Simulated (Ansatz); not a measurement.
# SiO2 (silicon dioxide molecule) at wB97M-V/STO-3G

Aim: the electronic atomisation energy of SiO2 (silicon dioxide molecule) at wB97M-V/STO-3G, from 3 runs. 

Program for the calculation: Ansatz 0.2.0.

35 further runs of the same task are left out: 5 that didn't finish, 30 set aside as unsound or not needed.

### 1 The system as given

SiO2: 3 atoms, total charge 0, spin state singlet. SMILES: `O=[Si]=O`. The shape is that of a PBE0-D4/def2-TZVP optimisation.

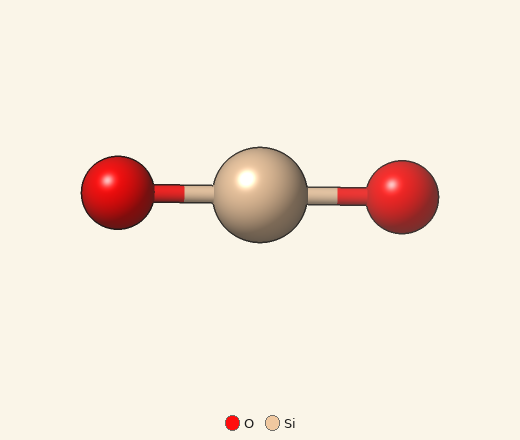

Viewed from a chosen angle; oxygen red, silicon light orange.

### 2 A single-point energy at wB97M-V/STO-3G

input.yaml

```yaml
crystal:
  periodic: [false, false, false]
  atoms:
    - {symbol: O, position_ang: [0.697730, 1.229600, 0.518760]}
    - {symbol: Si, position_ang: [-0.000010, 0.000000, -0.000000]}
    - {symbol: O, position_ang: [-0.697730, -1.229610, -0.518760]}
basis:
  gaussian:
    orbitals: STO-3G
accuracy: high
magnetization:
  spin_polarized: false
hamiltonian:
  xc: {name: wB97M-V}
```

Launch:

```
$ ansatz run input.yaml --threads 1 --pin off --max-ram 3480MiB --events-out events.jsonl --progress --plain --runs-dir runs
```

Log:

```text
Warning: RAYON_NUM_THREADS=1 ignored (pool sized by the plan → 1); use --threads N
Functional definition: wB97M-V
  name "wB97M-V"
  parameter omega = 0.3/bohr
  parameter cx = 0.15
  parameter cx01 = 1.007
  parameter cx10 = 0.259
  parameter css00 = 0.443
  parameter css04 = -1.437
  parameter css10 = -4.535
  parameter css20 = -3.390
  parameter css43 = 4.278
  parameter cos00 = 1.000
  parameter cos10 = 1.358
  parameter cos20 = 2.924
  parameter cos21 = -8.812
  parameter cos60 = -1.390
  parameter cos61 = 9.142
  parameter b = 6.0
  parameter c = 0.01
  gx(w, u) = 1 - cx + cx01*u + cx10*w
  gss(w, u) = css00 + css04*u^4 + css10*w + css20*w^2 + css43*w^4*u^3
  gos(w, u) = cos00 + cos10*w + (cos20 + cos21*u)*w^2 + (cos60 + cos61*u)*w^6
  exchange = spin_sum(e_x_unif_sr(omega)*gx(b97_w, b97_u_x)) + cx*exact_x_sr(omega) + exact_x_lr(omega)
  correlation = spin_sum(e_c_pw_mod_same_spin*gss(b97_w, b97_u_same))
      + integral(e_c_pw_mod_opposite_spin*gos(b97_w_opposite, b97_u_opposite)) + vv10(b, c)
325 factors; integrals over basis functions are off by at most 2.9e-8 eV
125 factors; integrals over basis functions are off by at most 4.8e-10 eV
mean field evaluation 1: about -11813.0709 eV, gradient 4.4e1 eV
mean field evaluation 2: about -11812.2506 eV, gradient 5.3e1 eV
mean field evaluation 4: about -11821.1083 eV, gradient 2.7e-1 eV
mean field evaluation 8: about -11821.1036 eV, gradient 1.4e-3 eV
mean field evaluation 16: about -11821.1036 eV, gradient 3.4e-8 eV
mean field -11821.10356835 eV, -434.4175435052 hartree, gradient 2.6e-8 eV, S^2 0.000000; 0 other end points of the search recorded, 0 dependent functions left out
reference -11821.10356997 eV, -434.4175435647 hartree; 15, 15 occupied and 4, 4 virtual orbitals, 325 factors
Total energy: -11821.10356997 eV, -434.4175435647 hartree
```

Run time: 9.9 s. Hardware: 1 thread of Arm Neoverse V2, shared host; peak memory 0.23 GiB.

### 3 The O atom

in.yaml

```yaml
crystal:
  periodic: [false, false, false]
  atoms:
    - {symbol: O, position_ang: [0.000000, 0.000000, 0.000000]}
basis:
  gaussian: {orbitals: STO-3G}
hamiltonian: {xc: {name: wB97M-V}}
accuracy: high
magnetization: {spin_polarized: true, initial_magnetization: 2}
```

Run the same way, it converges to -74.04146 Eh (log not shown).

### 4 The Si atom

molecule.yaml

```yaml
crystal:
  periodic: [false, false, false]
  atoms:
    - {symbol: Si, position_ang: [0.000000, 0.000000, 0.000000]}
basis:
  gaussian: {orbitals: STO-3G}
magnetization: {spin_polarized: true, initial_magnetization: 2}
hamiltonian: {xc: {name: wB97M-V}}
accuracy: high
```

Run the same way, it converges to -285.96702 Eh (log not shown).

### 5 What came out

At wB97M-V/STO-3G:

| quantity | value |
| --- | --- |
| molecule: total energy | -434.41754 Eh |
| O atom: total energy | -74.04146 Eh |
| O atom: ⟨S²⟩ | 2.000 |
| Si atom: total energy | -285.96702 Eh |
| Si atom: ⟨S²⟩ | 2.000 |
| electronic atomisation energy | 10.003 eV |

**Reading.** Taking the molecule apart into free atoms costs 10.00 eV (965 kJ/mol), before zero-point energy and without spin-orbit coupling. In a minimal basis such a difference can be off by several eV, whatever the method.
